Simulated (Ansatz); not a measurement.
GeH₄SiSn (SMILES [SiH3][GeH]=[Sn])

The calculation's input:

```
crystal:
  periodic: [false, false, false]
  atoms:
    - symbol: Ge
      position_ang: [0.693947, -0.308180, -1.136156]
    - symbol: Si
      position_ang: [-0.505455, 0.654779, -2.940926]
    - symbol: Sn
      position_ang: [0.275636, -2.644898, -0.445630]
    - symbol: H
      position_ang: [0.406961, 1.082459, -4.047104]
    - symbol: H
      position_ang: [-1.445097, -0.380886, -3.473067]
    - symbol: H
      position_ang: [-1.304286, 1.842315, -2.504271]
    - symbol: H
      position_ang: [1.707616, 0.660365, -0.490359]
basis:
  gaussian:
    orbitals: def2-TZVPD
output:
  forces: true
  orbitals: {seedname: orbitals}
hamiltonian:
  xc: {name: PBE0}
```

Command:

```sh
ansatz run input.yaml --threads 2 --pin off --max-ram 4350MiB --events-out events.jsonl --progress --plain --runs-dir runs
```

Geometry: PBE0-D3(BJ)/def2-SVP; core potentials replace the inner electrons of Sn.

Method: isolated molecule in a Gaussian basis; Kohn-Sham density functional theory, functional PBE0 in Ansatz 0.2.0.

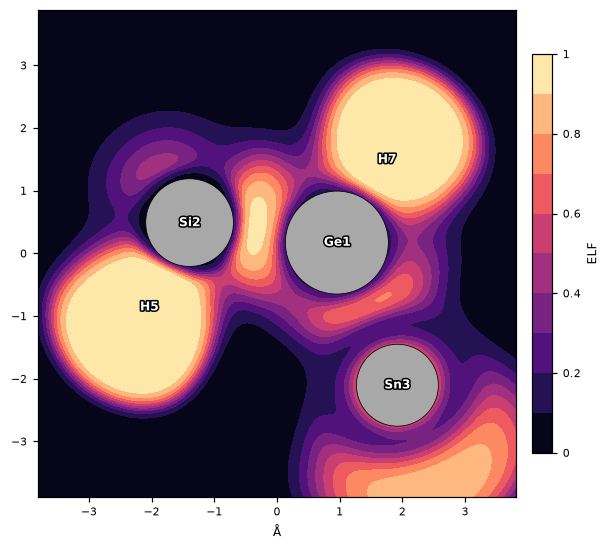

Figure 1. ELF on the plane of atoms Si2, Ge1 and Sn3. Grey discs cover the atomic cores.

Question: Describe what can be read from this map.

Answer:
- The plane passes through Ge, Si, Sn and H nuclei.
- Si–Ge (2.37 Å): the ELF peaks at about 0.95 between the atoms, as expected for a shared electron pair.
- Sn–Ge (2.47 Å): the ELF peaks at about 0.70 between the atoms.
- Si–H (1.50 Å): the ELF climbs to about 1 towards the hydrogen, as it does in any bond to H.
- Ge–H (1.54 Å): the ELF climbs to about 1 towards the hydrogen.

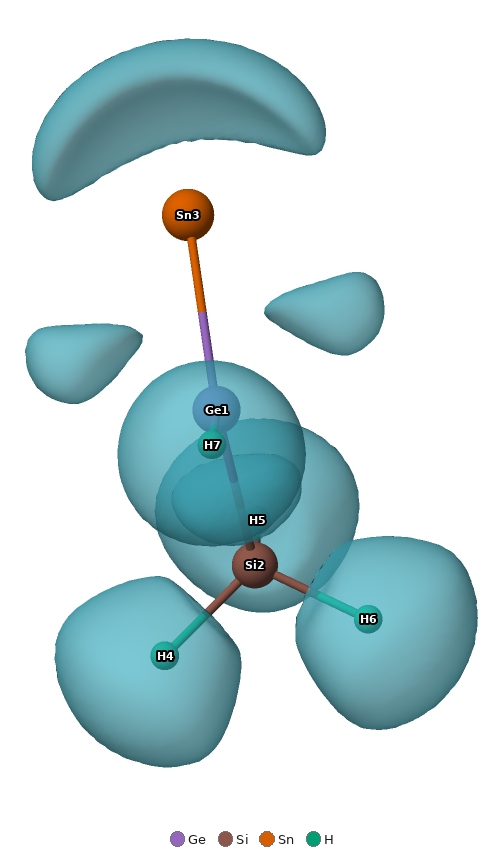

Figure 2. Isosurface of the electron localisation function at 0.8 (cyan), seen at an oblique angle. Only the valence region is drawn (cores and ρ < 0.01 e/Å³ removed).

Question: Identify the bonds, lone pairs and shells in this picture.

Answer: At this value the surface marks out one region between bonded Ge–Si atoms (shared pairs), four regions around hydrogen nuclei, two lobes on Ge, pointing away from the bonds (lone pairs) and one lobe on Sn, pointing away from the bonds (lone pairs).

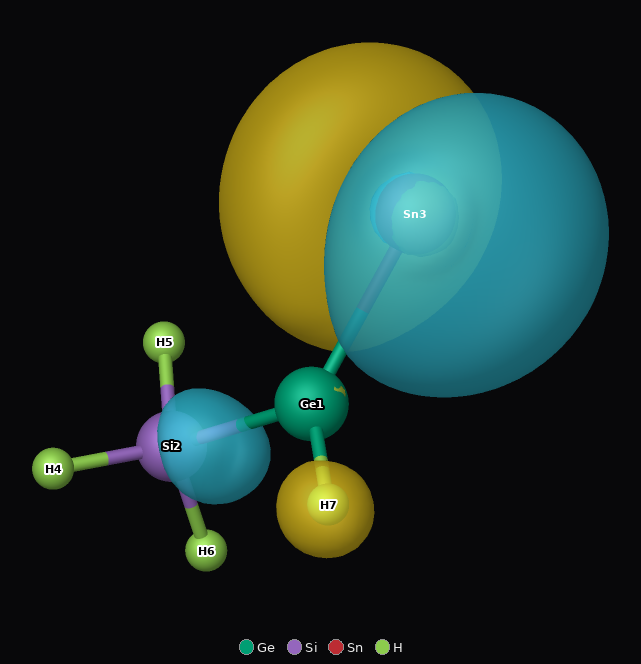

Figure 3. The LUMO at ±0.08 Å⁻³ᐟ² (yellow and cyan are the two phases), seen at an oblique angle.

Question: Describe this orbital and give its energy.

Answer: It lies mainly on Sn3 (about 85 %) and Ge1 (about 10 %). Its energy is −3.25 eV.

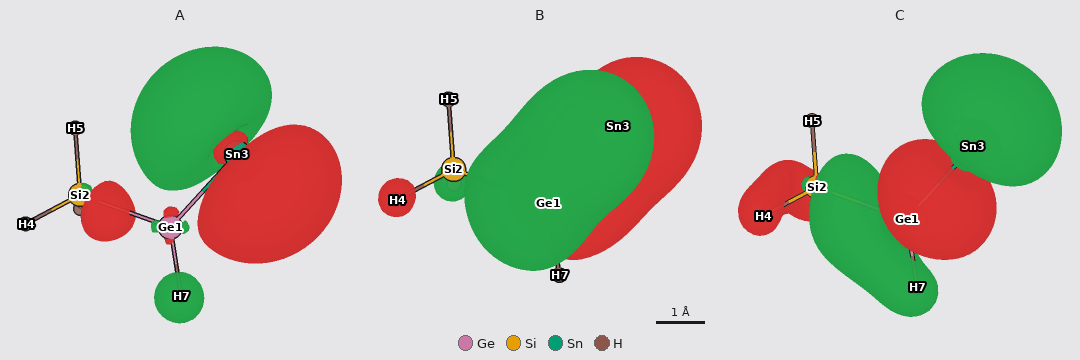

Figure 4. Three frontier orbitals at ±0.08 Å⁻³ᐟ² (green and red are the two phases), in no order.

Question: Order the three orbitals by energy and name them.

Answer: C is the HOMO−1 (−6.80 eV). It lies mainly on Sn3 (about 50 %), Ge1 (about 30 %) and Si2 (about 10 %). B is the HOMO (−5.40 eV). By Hirshfeld shares it lies mainly on Sn3 (about 50 %) and Ge1 (about 45 %); π-bonding across Sn3–Ge1. A is the LUMO (−3.25 eV). It lies mainly on Sn3 (about 85 %) and Ge1 (about 10 %).

Question: What is the HOMO–LUMO gap?

Answer: 2.15 eV between the orbital energies.
